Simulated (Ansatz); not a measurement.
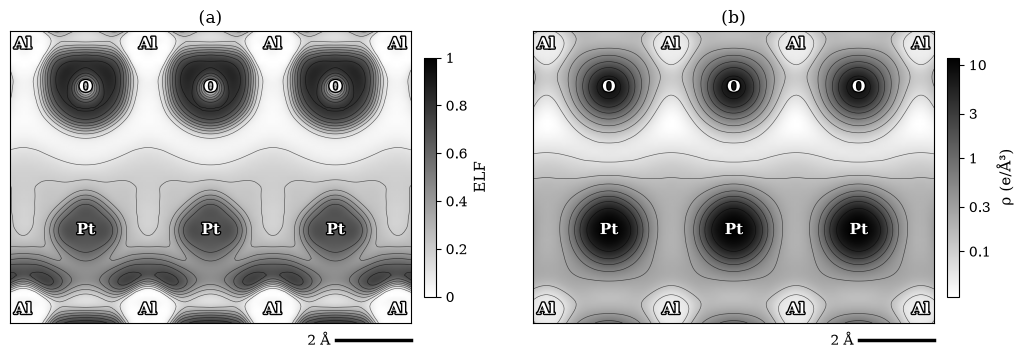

The picture shows: AlPtO. (a) ELF; (b) valence charge density (pseudo) on the (010) plane of the conventional cell.

Space group Pmmn; built by placing these elements on a known structure type; computed pressure about 4 GPa in this cell.

The calculation used DFT, PAW plane waves, r2SCAN (Ansatz).

In a PAW calculation such maps are meaningful between the atoms, not at the nuclei.

> Interpret the plot.

The plane passes through Al, O and Pt nuclei. Al–Pt (2.70 Å): ρ is about 0.36 e/Å³ halfway; the ELF is about 0.55 at the midpoint. Al–O (2.02 Å): ρ at the midpoint is about 0.45 e/Å³; the ELF peaks at about 0.85 in the valence shell of O, 0.7 Å from its nucleus, and is about 0.70 at the midpoint. Between the atoms the lowest density in this plane is 0.03 e/Å³. The features right at Pt lie inside the PAW spheres, where the map follows smoothed inner orbitals and isn't to be read closely.

> How much charge does the calculation move between the atoms?

Electrons move from Al towards O and Pt. Bader charges: Al +2.43, O −1.74 and Pt −0.69 e.
